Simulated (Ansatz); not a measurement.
```tsv
atom	x (Å)	y (Å)	z (Å)
Al	-0.5129	1.2160	0.0154
C	0.5898	-0.3401	0.3982
C	0.3626	-1.4692	-0.2499
S	0.0250	-2.7707	-1.0655
H	-1.6705	1.0862	-1.0745
H	-0.1912	2.5545	0.8265
H	1.3972	-0.2767	1.1498
```

Method: RKS PBE/def2-SVP (Ansatz 0.2.0).

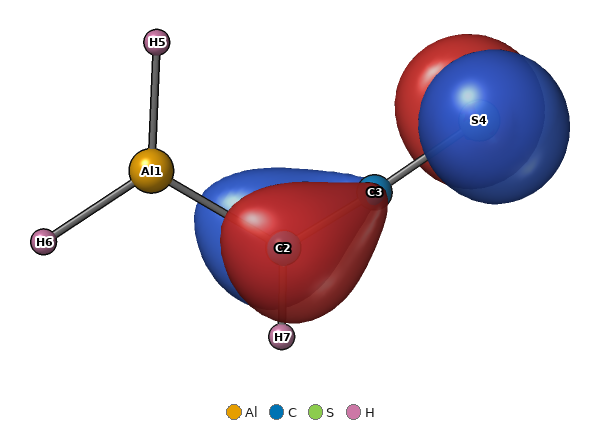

C2H3AlS. The HOMO at ±0.15 Å⁻³ᐟ² (red and blue are the two phases), seen at a tilt.

Question: What is the character of this orbital?

Answer: It lies mainly on S4 (about 45 %), C2 (about 30 %) and C3 (about 10 %); it changes sign across the molecular plane (π type); π-bonding across C2–C3. Its energy is −5.74 eV.
